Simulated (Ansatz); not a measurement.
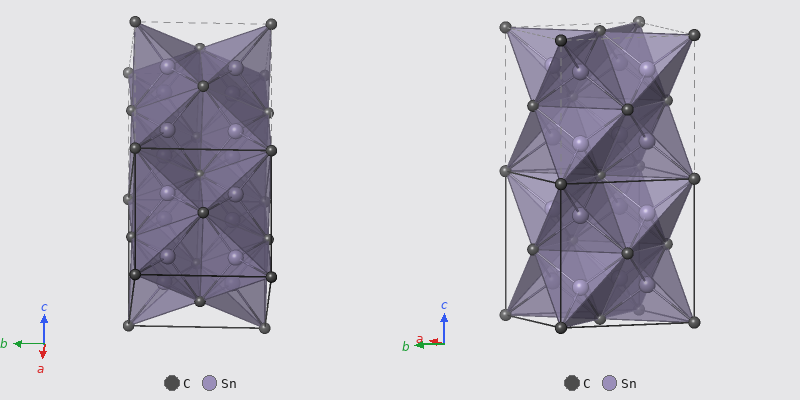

Polyhedra are drawn about Sn (bonds: C–Sn below 3.1 Å); other atoms are plain spheres. Two views of the same piece.

System Sn2C (space group Fm-3m, No. 225); source of the atomic positions: the geometry relaxed with Ansatz, DFT, PBE, PAW with Ansatz's default frozen-core files, scalar-relativistic; the starting structure was generated, so it need not be a known form of this composition.

Sharing among the drawn polyhedra:

```json
{"site": "Sn", "polyhedron": "SnC4 tetrahedron", "corner-sharing neighbours": "16", "edge-sharing": "6", "face-sharing": "0", "bond (Å)": "2.76"}
```

They form a three-dimensional framework of corner- and edge-sharing tetrahedra.
